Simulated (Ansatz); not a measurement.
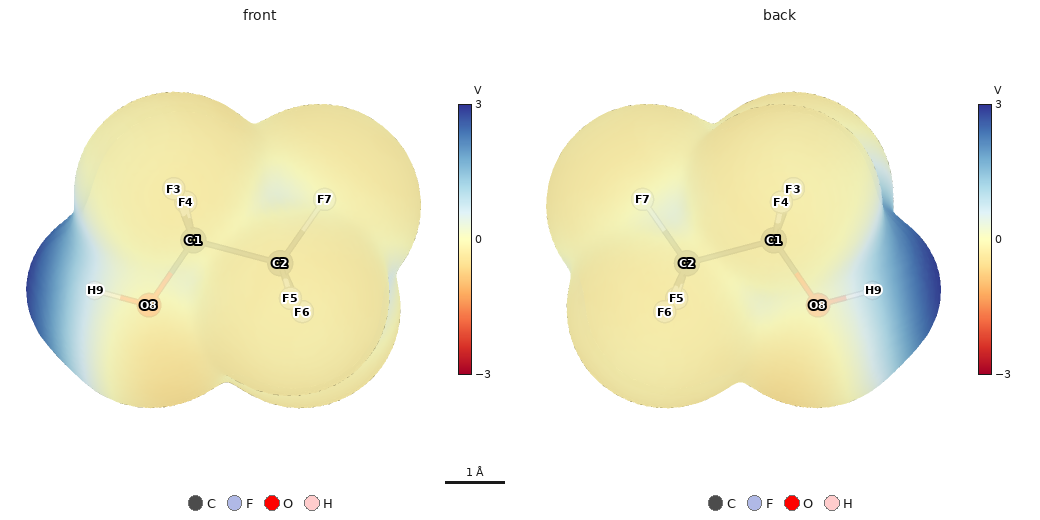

*C2HF5O. The molecular electrostatic potential painted on the density surface at 0.001 e/bohr³, seen from the front and from behind; the colour scale runs from red (negative) to blue (positive).*

Geometry: PBE0-D4/def2-SVP.

The calculation used Ansatz 0.2.0, isolated molecule in a Gaussian basis; Kohn-Sham density functional theory, functional PBE0.

```xyz
9

C    -1.6946    0.5791   -0.3554
C    -1.0279   -0.2705   -1.4536
F    -0.9667    0.4706    0.7723
F    -1.6363    1.8742   -0.7199
F    -1.0189   -1.5472   -1.1013
F    -1.6880   -0.1418   -2.5947
F     0.2212    0.1335   -1.6332
O    -2.9547    0.1638   -0.1806
H    -3.3690    0.7002    0.5094
```

Where is the surface potential most negative and most positive?

The most negative region (about −0.5 V) lies over O8, the most positive (about +2.8 V) over H9.

What dipole moment does the calculation give?

Its dipole moment is 2.10 D.
